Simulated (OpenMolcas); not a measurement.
**Relativistic diatomic calculation: OC (part 2 of 2)**

Continued. System: OC. Method: SA-CASSCF(8,7)/XMS-CASPT2 + RASSI spin-orbit (X2C scalar, AMFI), ANO-RCC-VTZP (OpenMolcas).

### The program's output (extracts), continued
```
++ Dipole transition strengths (SO states):
        for osc. strength at least   1.00000000E-05
      From   To        Osc. strength     Einstein coefficients Ax, Ay, Az (sec-1)    Total A (sec-1)
         1    8       9.92936253E-02  3.03934163E+08  1.92579519E+05  0.00000000E+00  3.04126742E+08
         1    9       9.92926802E-02  1.92577632E+05  3.03931298E+08  0.00000000E+00  3.04123876E+08
         1   11       1.00816117E-02  3.09212518E+07  1.93604296E+04  0.00000000E+00  3.09406122E+07
         1   12       1.00825539E-02  1.93622417E+04  3.09241421E+07  0.00000000E+00  3.09435044E+07
         2    8       1.81914977E-04  2.67743078E+01  4.22598130E+04  0.00000000E+00  4.22865873E+04
         2    9       1.81932193E-04  4.22638217E+04  2.67818183E+01  0.00000000E+00  4.22906035E+04
         2   11       1.85320934E-03  2.71483567E+02  4.33635837E+05  0.00000000E+00  4.33907321E+05
         2   12       1.85319126E-03  4.33631570E+05  2.71531034E+02  0.00000000E+00  4.33903102E+05
         2   13       1.02800890E-05  2.25586644E+03  2.25569713E+03  0.00000000E+00  4.51156357E+03
         2   14       1.02800890E-05  2.25586664E+03  2.25569693E+03  0.00000000E+00  4.51156357E+03
         2   17       3.42938046E-03  7.55060662E+05  7.55061148E+05  0.00000000E+00  1.51012181E+06
         2   18       3.42938046E-03  7.55060780E+05  7.55061030E+05  0.00000000E+00  1.51012181E+06
         3    8       1.87799438E-04  4.36264971E+04  2.76453055E+01  0.00000000E+00  4.36541424E+04
         3    9       1.87817066E-04  2.76428218E+01  4.36306121E+04  0.00000000E+00  4.36582549E+04
         3   11       1.84716160E-03  4.32217681E+05  2.70645751E+02  0.00000000E+00  4.32488327E+05
         3   12       1.84714484E-03  2.70593223E+02  4.32213824E+05  0.00000000E+00  4.32484418E+05
         3   13       1.02807259E-05  2.25599525E+03  2.25582511E+03  0.00000000E+00  4.51182036E+03
         3   14       1.02807259E-05  2.25599506E+03  2.25582530E+03  0.00000000E+00  4.51182036E+03
         3   17       3.42959072E-03  7.55103273E+05  7.55103524E+05  0.00000000E+00  1.51020680E+06
         3   18       3.42959072E-03  7.55103155E+05  7.55103642E+05  0.00000000E+00  1.51020680E+06
         4   10       4.05960299E-03  4.23818339E+05  5.21203832E+05  0.00000000E+00  9.45022172E+05
         4   15       3.43013610E-03  1.44297302E+06  5.90267216E+04  0.00000000E+00  1.50199974E+06
         4   16       3.43077118E-03  5.90595190E+04  1.44377360E+06  0.00000000E+00  1.50283311E+06
         5   10       4.05960285E-03  5.21203720E+05  4.23818397E+05  0.00000000E+00  9.45022117E+05
         5   15       3.43013792E-03  5.90268374E+04  1.44297368E+06  0.00000000E+00  1.50200051E+06
         5   16       3.43077073E-03  1.44377336E+06  5.90595389E+04  0.00000000E+00  1.50283289E+06
         6    8       1.86136401E-04  2.86779275E+04  1.41458202E+04  0.00000000E+00  4.28237477E+04
         6    9       1.86154606E-04  1.41472448E+04  2.86807058E+04  0.00000000E+00  4.28279506E+04
         6   11       1.83844117E-03  2.85252581E+05  1.40794520E+05  0.00000000E+00  4.26047101E+05
         6   12       1.83843150E-03  1.40794154E+05  2.85250720E+05  0.00000000E+00  4.26044874E+05
         6   13       3.41089703E-03  7.42865063E+05  7.42865442E+05  0.00000000E+00  1.48573050E+06
         6   14       3.41089708E-03  7.42865073E+05  7.42865453E+05  0.00000000E+00  1.48573053E+06
         6   17       1.02559184E-05  2.24132524E+03  2.24114692E+03  0.00000000E+00  4.48247216E+03
         6   18       1.02559186E-05  2.24132522E+03  2.24114701E+03  0.00000000E+00  4.48247223E+03
         7    8       1.86133661E-04  1.41456487E+04  2.86774686E+04  0.00000000E+00  4.28231173E+04
         7    9       1.86150307E-04  2.86800803E+04  1.41468812E+04  0.00000000E+00  4.28269615E+04
         7   11       1.83845253E-03  1.40795759E+05  2.85253973E+05  0.00000000E+00  4.26049732E+05
         7   12       1.83842735E-03  2.85250445E+05  1.40793466E+05  0.00000000E+00  4.26043911E+05
         7   13       3.41089019E-03  7.42863575E+05  7.42863954E+05  0.00000000E+00  1.48572753E+06
         7   14       3.41089014E-03  7.42863564E+05  7.42863943E+05  0.00000000E+00  1.48572751E+06
         7   17       1.02627234E-05  2.24281225E+03  2.24263408E+03  0.00000000E+00  4.48544634E+03
         7   18       1.02627232E-05  2.24281227E+03  2.24263400E+03  0.00000000E+00  4.48544627E+03
         8   11       1.55188032E-05  0.00000000E+00  0.00000000E+00  4.72635849E-02  4.72635849E-02
         9   12       1.55194631E-05  0.00000000E+00  0.00000000E+00  4.72616424E-02  4.72616424E-02
 Electric-quadrupole - electric-quadrupole not included
 Electric-dipole - electric-octupole not included
 Electric-dipole - magnetic-quadrupole not included
```

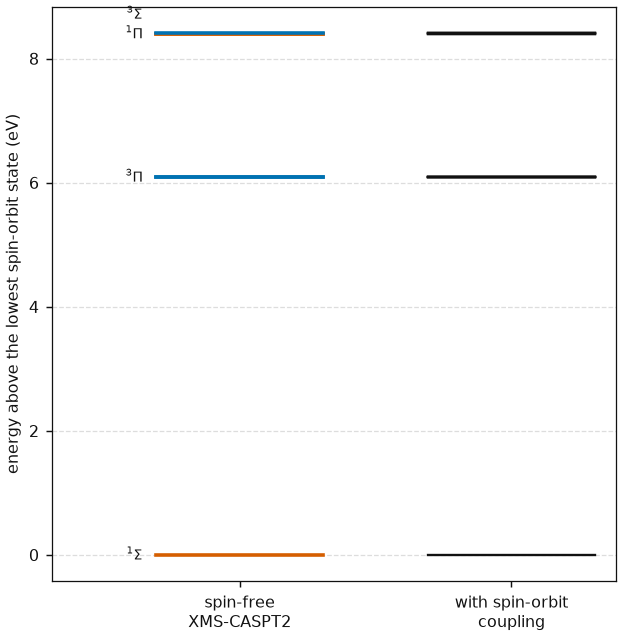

Fig. 1: States up to 9.1 eV at 1.130 Å, without spin-orbit coupling (left, a colour for each spin multiplicity) and with it (right, where close levels merge). The spin-free states run ¹Σ (0.00 eV), ³Π (6.09 eV), ¹Π (8.40 eV), ³Σ (8.41 eV) from the lowest. The lowest spin-orbit levels have |Ω| = 0 (0 cm⁻¹), 0 (49,096 cm⁻¹), 1 (49,143 cm⁻¹), 2 (49,192 cm⁻¹), 1 (67,763 cm⁻¹).

### Key numbers

```tsv
quantity	value
outcome	converged
lowest spin-free state	¹Σ
lowest spin-orbit level	Ω = 0, −113.20402 hartree
next level	Ω = 0, 49,096 cm⁻¹
hardware	1 thread of Arm Neoverse V1, 24 GiB of memory available, shared host
wall time	17 s
```
